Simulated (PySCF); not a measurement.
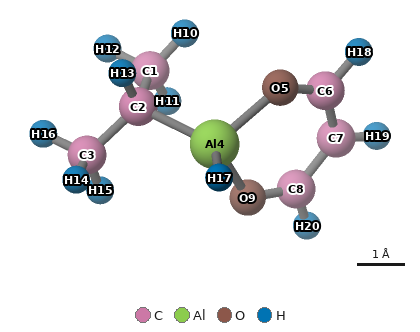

Fig. 1: The input geometry of run A (ball-and-stick view, seen at a tilt; atoms are numbered from 1 in the order of the input). Sticks mark near contacts. Bond lengths as drawn: Al–C 1.97 Å, Al–H 1.59 Å, Al–O 1.88 Å, C–C 1.40 to 1.53 Å, C–H 1.09 to 1.11 Å and C–O 1.27 Å.

# Two runs on C₆H₁₁AlO₂

System: C₆H₁₁AlO₂.
Method of run A: GIAO PBE0/pcSseg-1 NMR shielding, non-relativistic, IEF-PCM chloroform (PySCF 2.14.0).

The geometry comes from this level: PBE0-D3(BJ)/def2-SVP. Text and figures count atoms from 1; the logs count them from 0 in places.

Input file, run A:
```
{"job": {"kind": "nmr", "xc": "PBE0", "basis": "pcSseg-1", "solvent": "chloroform", "pop": true}, "charge": 0, "multiplicity": 1}
C     -1.748984     0.060445    -0.707645
C     -1.397604     0.385080     0.744679
C     -1.959518    -0.667612     1.703320
Al     0.540777     0.632702     1.001329
O      1.232175     1.615986    -0.439394
C      1.968717     1.185926    -1.374787
C      2.439575    -0.122679    -1.508846
C      2.131362    -1.104899    -0.563690
O      1.420377    -0.938327     0.469424
H     -1.409699     0.844267    -1.404843
H     -1.287071    -0.888165    -1.034967
H     -2.838819    -0.055012    -0.854469
H     -1.866649     1.356091     1.000580
H     -1.760033    -0.421390     2.759482
H     -1.521525    -1.663428     1.514738
H     -3.054727    -0.779535     1.597605
H      1.200747     1.149572     2.352159
H      2.254241     1.927525    -2.141523
H      3.069598    -0.379116    -2.359865
H      2.537418    -2.121532    -0.710088
```

The first line tells a small driver script what to run in PySCF; the rest is the geometry in Å.

Launched with:
```bash
OMP_NUM_THREADS=1 python <driver script> task.json out
```

Hardware: 1 CPU thread, shared host.

Output (run A):
```
coarse grid: 17136 points
cycle   1  E = -627.3594149453  dE =  1.096e+00  |g| = 9.345e-01  |ddm| = 3.937e+00
cycle   2  E = -627.0448596762  dE =  3.146e-01  |g| = 1.592e+00  |ddm| = 1.796e+00
cycle   3  E = -627.5242726876  dE = -4.794e-01  |g| = 1.849e-01  |ddm| = 1.291e+00
cycle   4  E = -627.5316643346  dE = -7.392e-03  |g| = 5.790e-02  |ddm| = 1.887e-01
cycle   5  E = -627.5324410205  dE = -7.767e-04  |g| = 1.087e-02  |ddm| = 5.037e-02
cycle   6  E = -627.5324666455  dE = -2.562e-05  |g| = 3.199e-03  |ddm| = 1.169e-02
cycle   7  E = -627.5324688643  dE = -2.219e-06  |g| = 6.503e-04  |ddm| = 2.840e-03
final grid: 160648 points
cycle   8  E = -627.6045412453  dE = -2.132e-05  |g| = 1.316e-02  |ddm| = 2.742e-02
cycle   9  E = -627.6044817733  dE =  5.947e-05  |g| = 2.201e-02  |ddm| = 2.337e-02
cycle  10  E = -627.6045752030  dE = -9.343e-05  |g| = 2.025e-03  |ddm| = 1.549e-02
cycle  11  E = -627.6045761023  dE = -8.993e-07  |g| = 2.277e-04  |ddm| = 1.728e-03
cycle  12  E = -627.6045761134  dE = -1.114e-08  |g| = 9.079e-05  |ddm| = 2.973e-04
cycle  13  E = -627.6045761152  dE = -1.787e-09  |g| = 2.328e-05  |ddm| = 8.398e-05
cycle  14  E = -627.6045761153  dE = -1.164e-10  |g| = 8.035e-06  |ddm| = 2.646e-05
converged SCF energy = -627.6045761153

GIAO shielding tensors (ppm)
atom      isotropic    diamagn.    paramagn.     s11        s22        s33       span
  0 C      165.488     249.269     -83.781    151.236    159.065    186.164     34.928
  1 C      173.745     250.162     -76.417    166.762    171.393    183.081     16.318
  2 C      166.903     245.922     -79.019    153.960    160.153    186.594     32.634
  3 Al     438.619     797.026    -358.408    376.741    385.810    553.305    176.564
  4 O       26.815     402.321    -375.506   -173.275   -102.280    356.000    529.275
  5 C       -7.927     245.373    -253.300   -110.328    -22.384    108.933    219.261
  6 C       75.436     263.069    -187.633    -39.502    117.225    148.587    188.089
  7 C       -8.127     245.959    -254.085   -110.256    -22.939    108.816    219.072
  8 O       28.712     402.597    -373.885   -171.183   -102.906    360.224    531.407
  9 H       30.103      32.562      -2.459     25.311     28.826     36.173     10.862
 10 H       30.569      33.314      -2.745     26.617     29.505     35.585      8.968
 11 H       30.244      30.565      -0.321     25.935     27.790     37.007     11.072
 12 H       31.233      32.161      -0.928     26.586     29.921     37.192     10.605
 13 H       29.951      28.946       1.005     25.391     27.658     36.803     11.412
 14 H       30.449      30.534      -0.085     26.165     29.230     35.952      9.787
 15 H       30.252      28.655       1.596     26.112     27.680     36.963     10.851
 16 H       27.211      30.289      -3.078     24.321     24.874     32.438      8.117
 17 H       23.008      26.894      -3.887     20.099     24.128     24.796      4.696
 18 H       25.479      29.617      -4.138     24.276     25.542     26.619      2.342
 19 H       23.002      27.587      -4.586     20.086     23.992     24.926      4.839
```

The input of run B differs as follows (lines with − go, lines with + come):
```diff
-"solvent": "chloroform"
-"pop": true
+"solvent": "dichloromethane"
+"pop": false
```

What does this change do to the results?

The total energy of run B is 0.8 kcal/mol lower: the change of the electrostatic solvation energy at this fixed geometry, without cavity or dispersion terms. The dipole moment goes from 4.73 to 4.88 D. Of all shieldings, the largest change is that of O9, by +2.4 ppm. The number of SCF iterations is the same.

Output (run B):
```
coarse grid: 17136 points
cycle   1  E = -627.3623409364  dE =  1.093e+00  |g| = 9.313e-01  |ddm| = 3.937e+00
cycle   2  E = -627.0619472406  dE =  3.004e-01  |g| = 1.568e+00  |ddm| = 1.759e+00
cycle   3  E = -627.5260492135  dE = -4.641e-01  |g| = 1.798e-01  |ddm| = 1.254e+00
cycle   4  E = -627.5329862372  dE = -6.937e-03  |g| = 5.647e-02  |ddm| = 1.816e-01
cycle   5  E = -627.5337270306  dE = -7.408e-04  |g| = 1.046e-02  |ddm| = 4.905e-02
cycle   6  E = -627.5337507286  dE = -2.370e-05  |g| = 3.106e-03  |ddm| = 1.124e-02
cycle   7  E = -627.5337528448  dE = -2.116e-06  |g| = 5.890e-04  |ddm| = 2.753e-03
final grid: 160648 points
cycle   8  E = -627.6058181975  dE = -2.160e-05  |g| = 1.310e-02  |ddm| = 2.744e-02
cycle   9  E = -627.6057606173  dE =  5.758e-05  |g| = 2.178e-02  |ddm| = 2.311e-02
cycle  10  E = -627.6058519376  dE = -9.132e-05  |g| = 1.976e-03  |ddm| = 1.519e-02
cycle  11  E = -627.6058527889  dE = -8.513e-07  |g| = 2.210e-04  |ddm| = 1.661e-03
cycle  12  E = -627.6058527993  dE = -1.046e-08  |g| = 8.883e-05  |ddm| = 2.881e-04
cycle  13  E = -627.6058528011  dE = -1.725e-09  |g| = 2.212e-05  |ddm| = 8.201e-05
cycle  14  E = -627.6058528012  dE = -1.130e-10  |g| = 6.157e-06  |ddm| = 2.498e-05
converged SCF energy = -627.6058528012

GIAO shielding tensors (ppm)
atom      isotropic    diamagn.    paramagn.     s11        s22        s33       span
  0 C      165.578     249.291     -83.713    151.282    159.204    186.247     34.966
  1 C      173.809     250.129     -76.319    166.824    171.532    183.072     16.247
  2 C      166.964     245.969     -79.004    153.991    160.218    186.685     32.694
  3 Al     439.315     797.015    -357.700    378.054    386.718    553.173    175.118
  4 O       29.102     402.349    -373.247   -169.067    -99.705    356.077    525.144
  5 C       -8.286     245.437    -253.723   -110.816    -23.095    109.054    219.870
  6 C       75.288     262.925    -187.638    -39.784    116.760    148.887    188.671
  7 C       -8.488     246.021    -254.508   -110.745    -23.657    108.940    219.685
  8 O       31.108     402.631    -371.524   -166.739   -100.275    360.337    527.076
  9 H       30.094      32.555      -2.461     25.287     28.820     36.174     10.888
 10 H       30.552      33.300      -2.748     26.589     29.491     35.575      8.987
 11 H       30.256      30.574      -0.318     25.944     27.800     37.024     11.079
 12 H       31.234      32.164      -0.930     26.591     29.917     37.193     10.602
 13 H       29.950      28.953       0.997     25.385     27.660     36.805     11.420
 14 H       30.446      30.543      -0.097     26.160     29.229     35.949      9.789
 15 H       30.256      28.667       1.589     26.114     27.684     36.971     10.857
 16 H       27.268      30.394      -3.127     24.382     24.933     32.487      8.104
 17 H       22.978      26.827      -3.848     20.047     24.099     24.789      4.743
 18 H       25.407      29.546      -4.139     24.225     25.454     26.542      2.317
 19 H       22.973      27.516      -4.543     20.034     23.963     24.921      4.887
```

The two runs side by side:

```tsv
quantity	run A	run B
outcome	converged	converged
total energy (hartree)	−627.604576	−627.605853
HOMO (eV)	−6.67	−6.69
LUMO (eV)	−2.13	−2.10
dipole moment (D)	4.73	4.88
shielding of C1 (ppm)	165.5	165.6
shielding of Al4 (ppm)	438.6	439.3
shielding of O5 (ppm)	26.8	29.1
shielding of C6 (ppm)	−7.9	−8.3
shielding of C7 (ppm)	75.4	75.3
shielding of C8 (ppm)	−8.1	−8.5
shielding of O9 (ppm)	28.7	31.1
SCF iterations	14	14
basis functions	215	215
wall time (shared host)	2 min	2 min
```
